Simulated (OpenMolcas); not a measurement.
# CuF: geometry relaxation (part 3 of 4)

CuF, SMILES [F][Cu]; B3LYP/6-31G*, RKS (OpenMolcas 26.06). The geometry comes from this level: PBE0-D4/def2-TZVP.

Geometry of the input (Å):
```
F  0.7510  -0.2689  0.3771
Cu -0.7510  0.2689  -0.3771
```

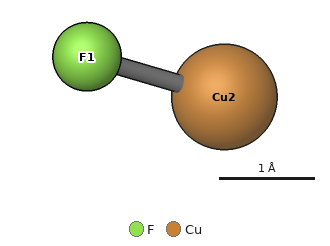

Fig. 1: The geometry at step 1 of the log (ball-and-stick view, seen at a tilt; atoms are numbered from 1 in the order of the input).

What the program printed, continued
```
++    Optimization specifications:
      ----------------------------

      SCF Algorithm: Conventional
      D(i)-D(i-1) density differences are used
      Number of density matrices in core                 5
      Maximum number of NDDO SCF iterations            400
      Maximum number of HF SCF iterations              400
      Threshold for SCF energy change             1.00E-09
      Threshold for density matrix                1.00E-04
      Threshold for Fock matrix                   1.50E-04
      Threshold for linear dependence             1.00E-09
      Threshold at which DIIS is turned on        1.50E-01
      Maximum depth in the DIIS procedure                5
      Maximum depth in the BFGS Hessian update          30
      Threshold at which QNR/C2DIIS is turned on  7.50E-02
      Threshold for Norm(delta) (QNR/C2DIIS)      1.00E-03
      All orbitals punched on: SCFORB
--

      Detected old SCF orbitals

++ Convergence information
                                   B3LYP      iterations: Energy and convergence statistics

Iter     Tot. B3LYP      One-elec.       Two-elec.     Energy      Max Dij or  Max Fij      DNorm      TNorm      AccCon     Time
         Energy          Energy          Energy        Change      Delta Norm                                                in Sec.

 The total and one-electron energies are shifted by a value of      1000. a.u.

   1  -740.066066297 -1655.392137104   832.392220590   0.00E+00    1.85E-04*   3.96E-05     9.41E+00   3.99E+02   None         0.
   2  -740.066066298 -1655.396453699   832.396537183  -6.24E-10    1.61E-04*   2.49E-05     4.12E-04   3.99E+02   EDIIS        0.
   3  -740.066066292 -1655.388307780   832.388391271   6.36E-09*   2.65E-05    1.56E-05     3.41E-04   3.99E+02   c2DIIS       0.
   4  -740.066066307 -1655.393768728   832.393852204  -1.49E-08*   5.62E-05    1.02E-05     6.20E-05   3.99E+02   QNRc2DIIS    0.
   5  -740.066066304 -1655.391304763   832.391388242   2.71E-09*   4.34E-05    2.21E-05     1.58E-04   3.99E+02   QNRc2DIIS    0.
   6  -740.066066307 -1655.393487153   832.393570629  -3.16E-09*   6.68E-06    4.98E-06     1.24E-04   3.99E+02   QNRc2DIIS    0.
   7  -740.066066307 -1655.393155284   832.393238760  -1.22E-10    1.78E-07    8.28E-08     1.96E-05   3.99E+02   QNRc2DIIS    0.

       Convergence after   7 Iterations
--

 *****************************************************************************************************************************
 *                                             SCF/KS-DFT Program, Final results                                             *
 *                                                       Final Results                                                       *
 *****************************************************************************************************************************

::    Total KS-DFT energy                           -1740.0660663072
      One-electron energy                           -2655.3931552844
      Two-electron energy                             832.3932387601
      Nuclear repulsion energy                         82.9338502171
      Kinetic energy (interpolated)                  1737.5551393457
      Virial theorem                                    1.0014450920
      Total spin, S(S+1)                                0.0000000000
      Total spin, S                                     0.0000000000
      Max non-diagonal density matrix element           0.0000001928
      Max non-diagonal Fock matrix element              0.0000000285

      No orbitals printed

++    Molecular charges:
      ------------------

      Mulliken charges per centre
      ---------------------------

                F1      CU2
      Total    9.4322 28.5678

      N-E     -0.4322  0.4322

      Total electronic charge=   38.000000

      Total            charge=   -0.000000
--

++    Molecular properties:
      ---------------------

      Charge (e):
                      =   -0.0000
      Dipole Moment (debye):
      Origin of the operator (angstrom)=   -0.3800    0.1361   -0.1908
                   X= -3.2123E+00               Y=  1.1503E+00               Z= -1.6129E+00           Total=  3.7741E+00
      Quadrupole Moment (debye*angstrom):
      Origin of the operator (angstrom)=   -0.3800    0.1361   -0.1908
                  XX= -1.8312E+01              XY=  2.9967E-01              XZ= -4.2017E-01              YY= -1.7583E+01
                  YZ=  1.5046E-01              ZZ= -1.7686E+01
      In traceless form (debye*angstrom)
                  XX= -6.7769E-01              XY=  4.4951E-01              XZ= -6.3025E-01              YY=  4.1658E-01
                  YZ=  2.2570E-01              ZZ=  2.6111E-01
--

 Failed to generate input file to MOLDEN
 No mixing allowed of spherical and cartesian d, f, g-functions
--- Stop Module: last_energy /rc=_RC_ALL_IS_WELL_ ---
--- Module last_energy spent 1 second ---

>>> END DO

>>> COPY run.Opt.xyz final.xyz

>>> COPY run.slapaf.h5 final.slapaf.h5

--- Start Module: mckinley ---

                                             &MCKINLEY

                       available to each process: 1.9 GB of memory, 1 thread

--- Stop Module: mckinley /rc=_RC_INVOKED_OTHER_MODULE_ ---

--- Start Module: slapaf ---

                                              &SLAPAF

                       available to each process: 1.9 GB of memory, 1 thread

++       Slapaf input parameters:
         ------------------------

 Maximum number of iterations:                 0
 Convergence test a la Schlegel.
 Convergence criterion on gradient/para.<=: 3.0E-04
 Convergence criterion on step/parameter<=: 3.0E-04
 Convergence criterion on energy change <=: 0.0E+00
 Parameters for step-restricted optimization
 Maximum step length (initial seed):       3.00E-01

 -RFO activated with parameters:
   Maximum number of data points used in RFO:      5
 Line search is performed

 -Optimization for transition state.
  Optimization method: RS-P-RFO
  No mode to follow is specified!
  Optimization will follow mode with the lowest eigenvalue.

 -Initial Hessian guess is estimated with finite differences.
    Two point symmetric formula, Delta= 1.00E-02

 -Hessian update method: Broyden-Fletcher-Goldfarb-Shanno
  Maximum number of points in Hessian update:  5

 -Relaxation will be done on non-redundant internal coordinates, based on
  force constant weighted redundant internal coordinates.

--

 ******************************************
 * Statistics of the internal coordinates *
 ******************************************
 Translations and Rotations:         0
 Bonds                     :         1
 Angles                    :         0
 Torsions                  :         0
 Out-of-plane angles       :         0

  Accumulate the gradient for selected numerical differentiation.
     1 of     3
--- Stop Module: slapaf /rc=_RC_CONTINUE_LOOP_ ---

--- Start Module: seward ---
--- Stop Module: seward /rc=_RC_ALL_IS_WELL_ ---

--- Start Module: scf ---
--- Stop Module: scf /rc=_RC_ALL_IS_WELL_ ---
--- Module scf spent 1 second ---

--- Start Module: slapaf ---
--- Stop Module: slapaf /rc=_RC_INVOKED_OTHER_MODULE_ ---

--- Start Module: alaska ---
 Rotational correction to the DFT gradient is turned off due to close-to-degeneracy problems!
--- Stop Module: alaska /rc=_RC_ALL_IS_WELL_ ---

--- Start Module: slapaf ---
  Accumulate the gradient for selected numerical differentiation.
     2 of     3
--- Stop Module: slapaf /rc=_RC_CONTINUE_LOOP_ ---

>>> END DO

>>> IF (ITER != 1)

--- Start Module: seward ---
--- Stop Module: seward /rc=_RC_ALL_IS_WELL_ ---

--- Start Module: scf ---
--- Stop Module: scf /rc=_RC_ALL_IS_WELL_ ---
--- Module scf spent 1 second ---

--- Start Module: slapaf ---
--- Stop Module: slapaf /rc=_RC_INVOKED_OTHER_MODULE_ ---

--- Start Module: alaska ---
 Rotational correction to the DFT gradient is turned off due to close-to-degeneracy problems!
--- Stop Module: alaska /rc=_RC_ALL_IS_WELL_ ---

--- Start Module: slapaf ---

  Numerical differentiation is finished!

 Observe that the harmonic oscillator analysis is only valid at stationary points!

 Note that rotational and translational degrees have been automatically removed,
 if the energy is invariant to these degrees of freedom.

 Harmonic frequencies in cm-1

 IR Intensities in km/mol

                        1

     Frequency:       780.56

     Intensity:    4.786E+01
     Red. mass:     22.66798

     F1         x   -0.17114
     F1         y    0.06129
     F1         z   -0.08593
     CU2        x    0.05167
     CU2        y   -0.01850
     CU2        z    0.02594

++ Thermochemistry

 *********************
 *                   *
 *  THERMOCHEMISTRY  *
 *                   *
 *********************

 Mass-centered Coordinates (angstrom):
 ********************************************************
 Label        X           Y           Z          Mass
 --------------------------------------------------------
 F1        -0.000000   -0.000000    1.279182     18.99840
 CU2        0.000000    0.000000   -0.386184     62.92960
 --------------------------------------------------------
 Molecular mass:   81.928001
 Rotational Constants (cm-1):    0.4165    0.4165**********
 Rotational Constants (GHz) :   12.4870   12.4870**********
 Rotational temperatures (K):    0.5993    0.5993**********
 Rotational Symmetry factor:  1
 Vibrational temperature (K):
   1123.05
 Number of trans. and rot. degrees of freedom:  6
 ZPVE                 1.116 kcal/mol      0.001778 au.
 ZPVE corrected energy                -1740.064271 au.

 *****************************************************
 Temperature =     0.00 kelvin, Pressure =   1.00 atm
 -----------------------------------------------------
 Molecular Partition Function and Molar Entropy:
                        q/V (M**-3)    S(kcal/mol*K)
 Electronic            1.000000E+00        0.000
 Translational         1.000000E+00        0.000
 Rotational            1.000000E+00        2.981
 Vibrational           1.000000E+00        0.000
 TOTAL                 1.000000E+00        2.981

 Thermal contributions to INTERNAL ENERGY:
 Electronic           0.000 kcal/mol      0.000000 au.
 Translational        0.000 kcal/mol      0.000000 au.
 Rotational           0.000 kcal/mol      0.000000 au.
 Vibrational          1.116 kcal/mol      0.001778 au.
 TOTAL                1.116 kcal/mol      0.001778 au.

 Thermal contributions to
 ENTHALPY             1.116 kcal/mol      0.001778 au.
 GIBBS FREE ENERGY    1.116 kcal/mol      0.001778 au.

 Sum of energy and thermal contributions
 INTERNAL ENERGY                      -1740.064271 au.
 ENTHALPY                             -1740.064271 au.
 GIBBS FREE ENERGY                    -1740.064271 au.
 -----------------------------------------------------

 *****************************************************
 Temperature =   100.00 kelvin, Pressure =   1.00 atm
 -----------------------------------------------------
 Molecular Partition Function and Molar Entropy:
                        q/V (M**-3)    S(kcal/mol*K)
 Electronic            1.000000E+00        0.000
 Translational         4.407059E+27       33.697
 Rotational            3.788441E-05      -17.251
 Vibrational           3.642018E-03        0.000
 TOTAL                 6.080671E+20       16.446

 Thermal contributions to INTERNAL ENERGY:
 Electronic           0.000 kcal/mol      0.000000 au.
 Translational        0.298 kcal/mol      0.000475 au.
 Rotational           0.298 kcal/mol      0.000475 au.
 Vibrational          1.116 kcal/mol      0.001778 au.
 TOTAL                1.712 kcal/mol      0.002728 au.

 Thermal contributions to
 ENTHALPY             1.911 kcal/mol      0.003045 au.
 GIBBS FREE ENERGY    0.266 kcal/mol      0.000424 au.

 Sum of energy and thermal contributions
 INTERNAL ENERGY                      -1740.063321 au.
 ENTHALPY                             -1740.063004 au.
 GIBBS FREE ENERGY                    -1740.065625 au.
 -----------------------------------------------------

 *****************************************************
 Temperature =   273.15 kelvin, Pressure =   1.00 atm
 -----------------------------------------------------
 Molecular Partition Function and Molar Entropy:
                        q/V (M**-3)    S(kcal/mol*K)
 Electronic            1.000000E+00        0.000
 Translational         1.989531E+28       38.689
 Rotational            1.710261E-04      -14.256
 Vibrational           1.301312E-01        0.169
 TOTAL                 4.427866E+23       24.602

 Thermal contributions to INTERNAL ENERGY:
 Electronic           0.000 kcal/mol      0.000000 au.
 Translational        0.814 kcal/mol      0.001298 au.
 Rotational           0.814 kcal/mol      0.001298 au.
 Vibrational          1.153 kcal/mol      0.001837 au.
 TOTAL                2.781 kcal/mol      0.004433 au.

 Thermal contributions to
 ENTHALPY             3.324 kcal/mol      0.005298 au.
 GIBBS FREE ENERGY   -3.396 kcal/mol     -0.005412 au.

 Sum of energy and thermal contributions
 INTERNAL ENERGY                      -1740.061617 au.
 ENTHALPY                             -1740.060752 au.
 GIBBS FREE ENERGY                    -1740.071461 au.
 -----------------------------------------------------

 *****************************************************
 Temperature =   298.15 kelvin, Pressure =   1.00 atm
 -----------------------------------------------------
 Molecular Partition Function and Molar Entropy:
                        q/V (M**-3)    S(kcal/mol*K)
 Electronic            1.000000E+00        0.000
 Translational         2.268825E+28       39.124
 Rotational            1.950351E-04      -13.995
 Vibrational           1.556792E-01        0.224
 TOTAL                 6.888812E+23       25.353

 Thermal contributions to INTERNAL ENERGY:
 Electronic           0.000 kcal/mol      0.000000 au.
 Translational        0.889 kcal/mol      0.001416 au.
 Rotational           0.889 kcal/mol      0.001416 au.
 Vibrational          1.169 kcal/mol      0.001862 au.
 TOTAL                2.946 kcal/mol      0.004695 au.

 Thermal contributions to
 ENTHALPY             3.539 kcal/mol      0.005639 au.
 GIBBS FREE ENERGY   -4.020 kcal/mol     -0.006407 au.

 Sum of energy and thermal contributions
 INTERNAL ENERGY                      -1740.061354 au.
 ENTHALPY                             -1740.060410 au.
 GIBBS FREE ENERGY                    -1740.072456 au.
 -----------------------------------------------------

 *****************************************************
 Temperature =   323.15 kelvin, Pressure =   1.00 atm
 -----------------------------------------------------
 Molecular Partition Function and Molar Entropy:
                        q/V (M**-3)    S(kcal/mol*K)
 Electronic            1.000000E+00        0.000
 Translational         2.560089E+28       39.524
 Rotational            2.200730E-04      -13.755
 Vibrational           1.815520E-01        0.283
 TOTAL                 1.022876E+24       26.052

 Thermal contributions to INTERNAL ENERGY:
 Electronic           0.000 kcal/mol      0.000000 au.
 Translational        0.963 kcal/mol      0.001535 au.
 Rotational           0.963 kcal/mol      0.001535 au.
 Vibrational          1.187 kcal/mol      0.001892 au.
 TOTAL                3.114 kcal/mol      0.004962 au.

 Thermal contributions to
 ENTHALPY             3.756 kcal/mol      0.005985 au.
 GIBBS FREE ENERGY   -4.663 kcal/mol     -0.007431 au.

 Sum of energy and thermal contributions
 INTERNAL ENERGY                      -1740.061087 au.
 ENTHALPY                             -1740.060064 au.
 GIBBS FREE ENERGY                    -1740.073480 au.
 -----------------------------------------------------

 *****************************************************
 Temperature =   373.15 kelvin, Pressure =   1.00 atm
 -----------------------------------------------------
 Molecular Partition Function and Molar Entropy:
                        q/V (M**-3)    S(kcal/mol*K)
 Electronic            1.000000E+00        0.000
 Translational         3.176684E+28       40.239
 Rotational            2.730774E-04      -13.326
 Vibrational           2.335751E-01        0.411
 TOTAL                 2.026218E+24       27.324

 Thermal contributions to INTERNAL ENERGY:
 Electronic           0.000 kcal/mol      0.000000 au.
 Translational        1.112 kcal/mol      0.001773 au.
 Rotational           1.112 kcal/mol      0.001773 au.
 Vibrational          1.232 kcal/mol      0.001963 au.
 TOTAL                3.456 kcal/mol      0.005508 au.

 Thermal contributions to
 ENTHALPY             4.198 kcal/mol      0.006689 au.
 GIBBS FREE ENERGY   -5.998 kcal/mol     -0.009559 au.

 Sum of energy and thermal contributions
 INTERNAL ENERGY                      -1740.060542 au.
 ENTHALPY                             -1740.059360 au.
 GIBBS FREE ENERGY                    -1740.075608 au.
 -----------------------------------------------------

 *****************************************************
 Temperature =   473.15 kelvin, Pressure =   1.00 atm
 -----------------------------------------------------
 Molecular Partition Function and Molar Entropy:
                        q/V (M**-3)    S(kcal/mol*K)
 Electronic            1.000000E+00        0.000
 Translational         4.535729E+28       41.418
 Rotational            3.899050E-04      -12.618
 Vibrational           3.365534E-01        0.679
 TOTAL                 5.951958E+24       29.479

 Thermal contributions to INTERNAL ENERGY:
 Electronic           0.000 kcal/mol      0.000000 au.
 Translational        1.410 kcal/mol      0.002248 au.
 Rotational           1.410 kcal/mol      0.002248 au.
 Vibrational          1.345 kcal/mol      0.002144 au.
 TOTAL                4.166 kcal/mol      0.006639 au.

 Thermal contributions to
 ENTHALPY             5.106 kcal/mol      0.008137 au.
 GIBBS FREE ENERGY   -8.842 kcal/mol     -0.014090 au.

 Sum of energy and thermal contributions
 INTERNAL ENERGY                      -1740.059411 au.
 ENTHALPY                             -1740.057912 au.
 GIBBS FREE ENERGY                    -1740.080140 au.
 -----------------------------------------------------
--

++    Isotopic shifts:
      ----------------

 ****************************************
 * Isotope shifted frequencies in cm-1  *
 ****************************************

  Single substitutions:
  -----------------------

  Full substitutions:
  -----------------------

 Masses:
 =======
  19  65

 Frequencies:
 ============
                         1         2         3         4         5         6

            Freq.      i0.00     i0.00      0.00      0.00      0.00    777.77

--

++ Principal components of the normal modes
   ----------------------------------------

   (Only contributions larger than 0.50 times the maximum are printed)

      Mode      1
        Frequency:          780.56 cm-1
      ---------------------------------
        Bond CU2 F1             -1.0000
      ---------------------------------
--

--- Stop Module: slapaf /rc=_RC_ALL_IS_WELL_ ---

>>> END DO

>>> EXPORT MOLCAS_TRAP = UNKNOWN_VARIABLE

>>> EXPORT MOLCAS_MAXITER = 50

.##################.
.# Happy landing! #.
.##################.

    Timing: Wall=17.68 User=14.61 System=3.02
```

Trajectory as extended XYZ (Å, eV, eV/Å), 3 frames, from step=0 to step=2
```
2
Properties=species:S:1:pos:R:3:forces:R:3 step=0 energy=-47349.47522
F     0.7510   -0.2689    0.3771   -2.0994   0.7518  -1.0541
Cu   -0.7510    0.2689   -0.3771    2.0994  -0.7518   1.0541
2
Properties=species:S:1:pos:R:3:forces:R:3 step=1 energy=-47349.60613
F     0.7152   -0.2561    0.3591   -0.4068   0.1457  -0.2043
Cu   -0.7152    0.2561   -0.3591    0.4068  -0.1457   0.2043
2
Properties=species:S:1:pos:R:3:forces:R:3 step=2 energy=-47349.60982
F     0.7086   -0.2538    0.3558    0.0070  -0.0025   0.0035
Cu   -0.7086    0.2538   -0.3558   -0.0070   0.0025  -0.0035
```
